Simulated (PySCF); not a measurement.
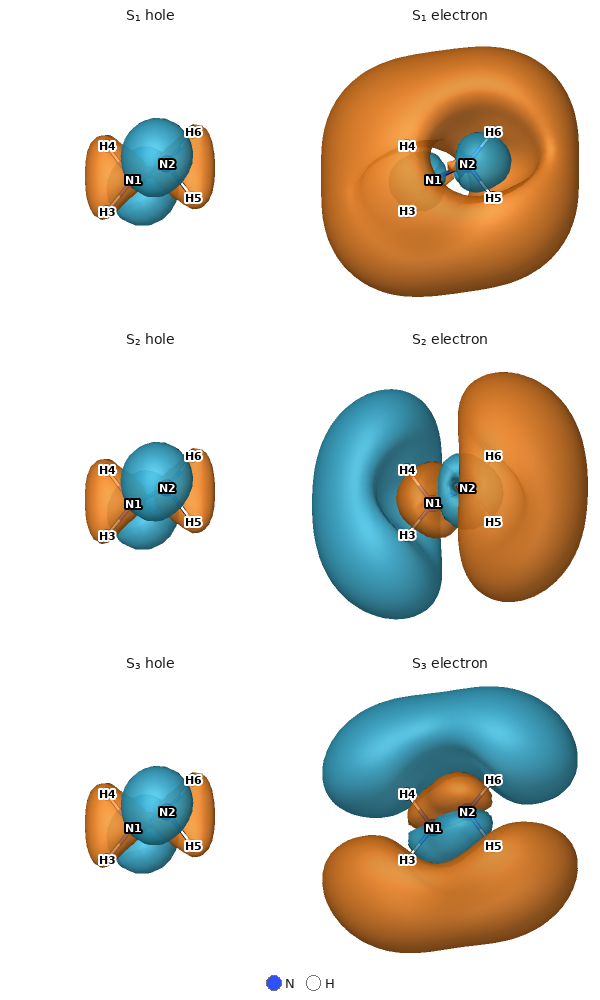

H4N2, SMILES `NN`. Leading natural transition orbitals (full linear response singlet states).

Computed with PySCF, CAM-B3LYP/def2-TZVP, geometry: GFN2-xTB. No frequency check shows the geometry to be a minimum. Without diffuse functions Rydberg states are missing, so the states' numbers hold for this basis only.

The calculation's input:

```python
import numpy as np
from pyscf import gto, scf, dft, tdscf
from pyscf.scf import atom_ks, atom_hf
from scipy.linalg import block_diag

def solve(mol, dm0=None, hcore=None):
    mf = (dft.UKS if mol.spin else dft.RKS)(mol, xc='camb3lyp')
    mf.grids.level = 3
    mf = mf.density_fit(auxbasis='def2-universal-jkfit')
    mf.conv_tol, mf.max_cycle = 1e-8, 80
    if hcore is not None:
        mf.get_hcore = lambda *args: hcore
    mf.kernel(dm0)
    if not mf.converged:
        mf = mf.newton().run(mf.mo_coeff, mf.mo_occ, max_cycle=30)
    assert mf.converged, 'SCF not converged'
    return mf

mol = gto.M(atom='''
N      0.71839    -0.00001    -0.14643
N     -0.71839    -0.00001     0.14643
H      1.09620     0.81489     0.33586
H      1.09620    -0.81485     0.33586
H     -1.09620     0.81489    -0.33586
H     -1.09620    -0.81485    -0.33586
''', basis='def2-tzvp', charge=0, spin=0, verbose=4)
mf = solve(mol)
td = mf.TDDFT()
td.nstates, td.singlet, td.conv_tol = 6, True, 1e-5
td.kernel()
td.analyze()
x, y = np.array([p[0] for p in td.xy]), np.array([p[1] + 0 * p[0] for p in td.xy])
f, mu = td.oscillator_strength(), td.transition_dipole()
nto = [td.get_nto(state=i + 1, verbose=4) for i in range(len(td.e))]
# spherically averaged free atoms, for the promolecule
atm = atom_ks.get_atm_nrks(mol, xc='camb3lyp')
pro = block_diag(*[(atm[a[0]][2] * atm[a[0]][3]) @ atm[a[0]][2].T for a in mol._atom])
np.savez('result.npz', e=td.e, f=f, ok=td.converged, w=[n[0] for n in nto], nto=[n[1] for n in nto], x=x, y=y, c=mf.mo_coeff, occ=mf.mo_occ, eps=mf.mo_energy, pro=pro, mu=mu)
```

Run with:

```sh
OMP_NUM_THREADS=1 python input.py
```

The run took 2.8 min on 1 thread of Arm Neoverse V1, with other jobs on the host, peak memory 0.49 GiB.

Question: Give the energy and character of each state.

Answer: By state:
- S₁: 5.21 eV (238 nm), f = 0.000 (dark), partly diffuse acceptor orbital, which a basis without diffuse functions describes poorly; the leading pair carries 100 %; hole on N1 and N2 (42 % each), electron on H3, H4, H5 and H6 (17 % each) and N1 and N2 (16 % each) (atom shares of so diffuse an orbital are rough); their centroids lie 0.0 Å apart.
- S₂: 6.07 eV (204 nm), f = 0.021, partly diffuse acceptor orbital, which a basis without diffuse functions describes poorly; the leading pair carries 99 %; hole on N1 and N2 (42 % each), electron on H3, H4, H5 and H6 (17 % each) and N1 and N2 (16 % each) (atom shares of so diffuse an orbital are rough); their centroids lie 0.0 Å apart.
- S₃: 6.83 eV (182 nm), f = 0.008, partly diffuse acceptor orbital, which a basis without diffuse functions describes poorly; the leading pair carries 100 %; hole on N1 and N2 (42 % each), electron on H3, H4, H5 and H6 (18 % each) and N1 and N2 (13 % each) (atom shares of so diffuse an orbital are rough); their centroids lie 0.0 Å apart.
